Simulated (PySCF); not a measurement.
C5H6Cl (doublet)

```xyz
12

C    -2.4892   -0.2197   -0.4702
C    -1.3009    0.2687   -0.4767
C    -0.2770    0.1677    0.6740
C     0.9193   -0.5673    0.1905
C     2.0060   -0.0071   -0.3244
Cl    2.2250    1.6983   -0.4523
H    -3.1392   -0.7757    0.1630
H    -0.9098    0.8143   -1.3264
H    -0.7359   -0.3477    1.5167
H    -0.0124    1.1860    0.9621
H     0.8680   -1.6466    0.2105
H     2.8473   -0.5716   -0.6929
```

Geometry: GFN2-xTB.

The calculation used UKS B3LYP, pcH-1 on C Cl H, non-relativistic, mean-field spin-orbit, GIAO (PySCF 2.14.0, density-fitted response routines).

What will maps of the electron density, electron localisation function and spin density show?

Answer. C–C (1.28 Å): ρ at the midpoint is about 2.5 e/Å³; the ELF peaks at about 0.90 between the atoms: a short, multiple covalent bond.
C–H (1.06 Å): ρ at the midpoint is about 2.1 e/Å³; the ELF climbs to about 1 towards the hydrogen, as it does in any bond to H (an ordinary covalent bond to hydrogen).
The unpaired spin (1 electron) lies mostly on C1 (about 0.8), in electrons by Hirshfeld's partition.

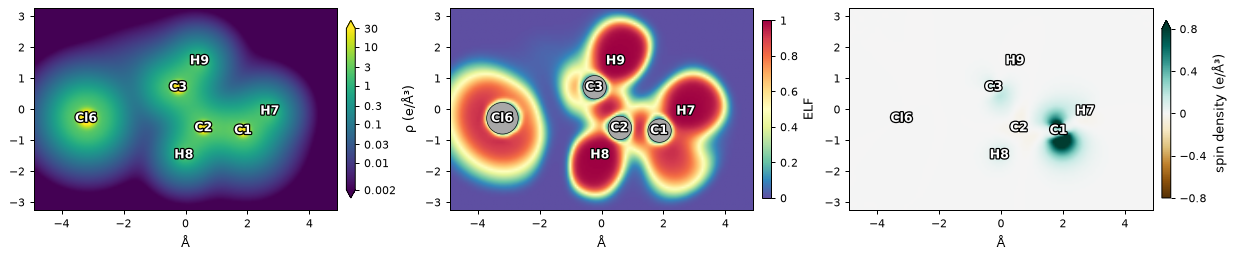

Computed electron density, electron localisation function and spin density on the plane of atoms C2, C3 and H9, in this order. Grey discs cover the atomic cores in the ELF map. 
